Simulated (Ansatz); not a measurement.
Input file:

```
crystal:
  periodic: [false, false, false]
  atoms:
    - { symbol: Ti, position_ang: [0.0, 0.0, 0.0] }
    - { symbol: Cl, position_ang: [0.0, 0.0, 2.37] }
    - { symbol: "N", position_ang: [1.9426, 0.0, -0.686] }
    - { symbol: H, position_ang: [2.4408, -0.918, -0.8667] }
    - { symbol: H, position_ang: [2.4438, 0.918, -0.8582] }
    - { symbol: O, position_ang: [-0.9043, 1.5667, -0.6394] }
    - { symbol: H, position_ang: [-1.8621, 1.336, -0.8617] }
    - { symbol: F, position_ang: [-0.8619, -1.4933, -0.6094] }
basis:
  gaussian: { orbitals: def2-SVP }
hamiltonian:
  xc: pbe0
  dispersion: d4
relax:
  f_tol: 0.02
  max_steps: 40
output:
  orbitals: {}
```

Launched as:

```sh
ansatz run input.yaml --threads 4 --pin off --max-ram 5120MiB --backend cpu --events-out ev --progress --plain --runs-dir out
```

The fields are those of the run's last geometry, not of the input's.

These are results of RKS PBE0-D4/def2-SVP in Ansatz, not measurements.

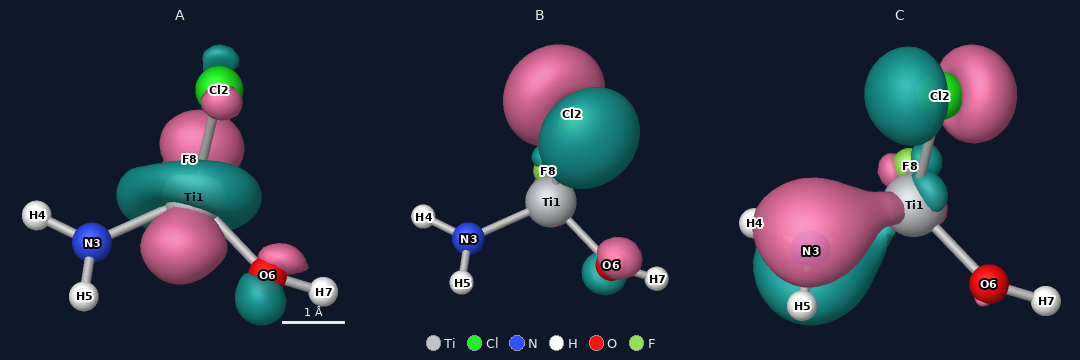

ClFH3NOTi. Three frontier orbitals at ±0.15 Å⁻³ᐟ² (teal and pink are the two phases), in no order.

Which picture is the HOMO−1, the HOMO and the LUMO?

Answer. B is the HOMO−1 (−8.60 eV). Its weight (Hirshfeld) is mainly on Cl2 (about 85 %) and Ti1 (about 5 %); largely a lone pair of Cl2. C is the HOMO (−7.86 eV). It lies mainly on N3 (about 50 %), Cl2 (about 25 %) and Ti1 (about 10 %); largely a combination of lone pairs on N3 and Cl2. A is the LUMO (−1.95 eV). By Hirshfeld shares it lies mainly on Ti1 (about 75 %) and O6 (about 5 %).

What is the HOMO–LUMO gap?

Answer. 5.91 eV between the orbital energies.
